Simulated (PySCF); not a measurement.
# C₄H₈N (doublet): what the fields show

```yaml
atoms:
  - { symbol: C, position_ang: [-0.0822, 1.4339, 0.2296] }
  - { symbol: C, position_ang: [-0.1166, -0.0327, 0.0086] }
  - { symbol: C, position_ang: [-1.4298, -0.7223, 0.0788] }
  - { symbol: C, position_ang: [1.0605, -0.7354, -0.2568] }
  - { symbol: N, position_ang: [2.2054, -0.1295, -0.3145] }
  - { symbol: H, position_ang: [-0.7105, 1.9463, -0.5008] }
  - { symbol: H, position_ang: [0.9402, 1.7880, 0.1427] }
  - { symbol: H, position_ang: [-0.4728, 1.6821, 1.2179] }
  - { symbol: H, position_ang: [-1.8862, -0.5734, 1.0595] }
  - { symbol: H, position_ang: [-2.1203, -0.3028, -0.6556] }
  - { symbol: H, position_ang: [-1.3338, -1.7901, -0.1028] }
  - { symbol: H, position_ang: [0.9530, -1.8185, -0.4103] }
  - { symbol: H, position_ang: [2.9887, -0.7450, -0.5142] }
```

Geometry: GFN2-xTB.

These are results of PySCF, UKS B3LYP, pcH-1 on C H N, non-relativistic, mean-field spin-orbit, GIAO, not measurements.

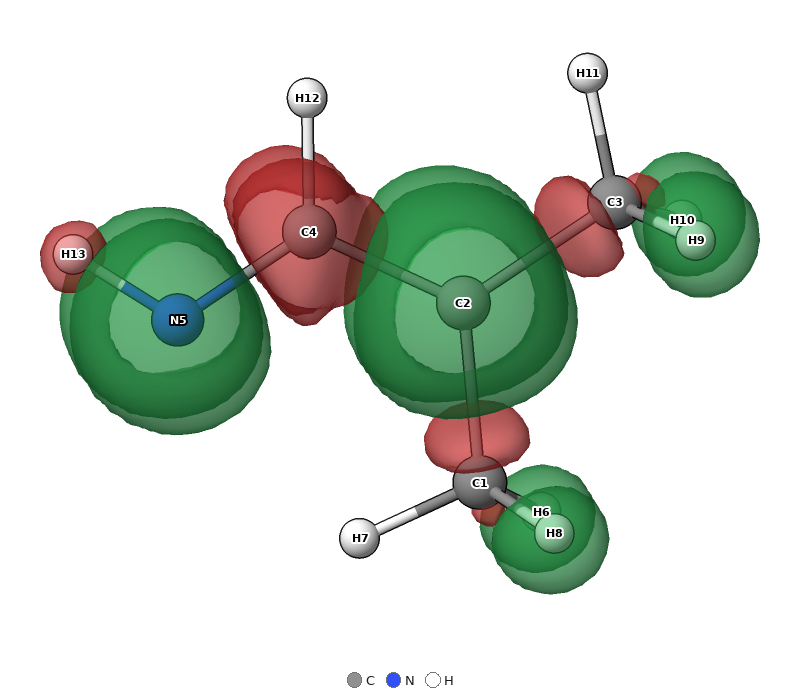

Figure 1. Isosurfaces of the spin density at +0.015 (green) and −0.015 e/Å³ (red), seen across its widest extent.

### Which atoms carry the spin?

The unpaired spin (1 electron) lies mostly on C2 (about 0.4) and N5 (about 0.4), in electrons by Hirshfeld's partition.

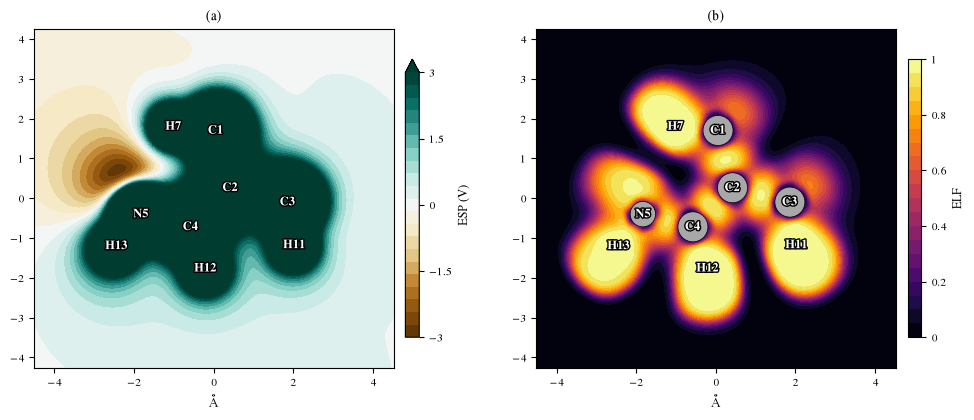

Figure 2. (a) electrostatic potential; (b) ELF on the plane of atoms C1, C2 and C4. Grey discs cover the atomic cores in the ELF map.

### Interpret the plot.

The section cuts through C, N and H sites. C–N (1.30 Å): the ELF peaks at about 0.90 between the atoms: a covalent bond. C–C (1.40 Å): the ELF peaks at about 0.95 between the atoms: a covalent bond. N–H (1.02 Å): the ELF climbs to about 1 towards the hydrogen, as it does in any bond to H; an ordinary covalent bond to hydrogen. C–C (1.48 Å): the ELF peaks at about 0.95 between the atoms: a shared electron pair. C–H (1.09 Å): the ELF climbs to about 1 towards the hydrogen; an ordinary covalent bond to hydrogen. The ELF also peaks beside N5, away from the bonds: non-bonding electrons, paired or unpaired. Outside the dense part of the molecule the potential is most negative (−2.9 V) near N5.

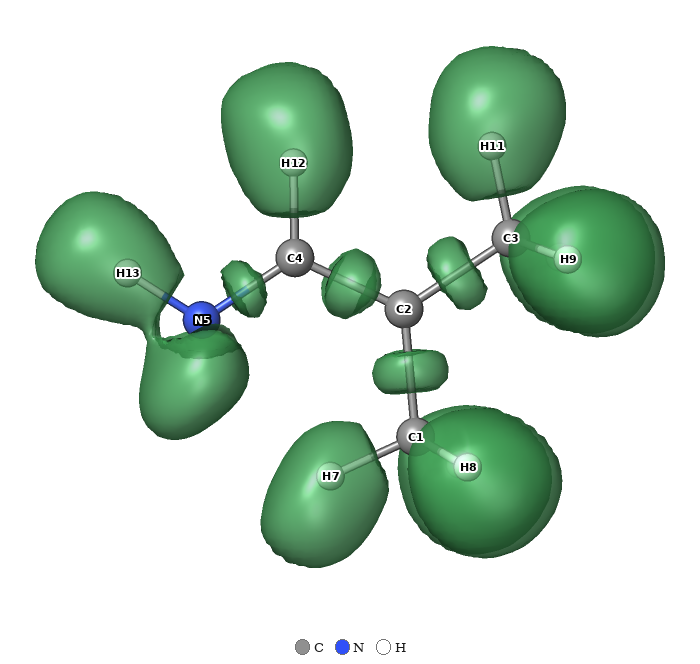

Figure 3. Isosurface of the ELF at 0.8 (green), seen across its widest extent. Core shells and regions of very low density are left out.

### Where are the electrons localised?

The surface consists of three regions between bonded C–C atoms (shared pairs), one region between bonded C–N atoms (shared pairs) and eight regions around hydrogen nuclei.
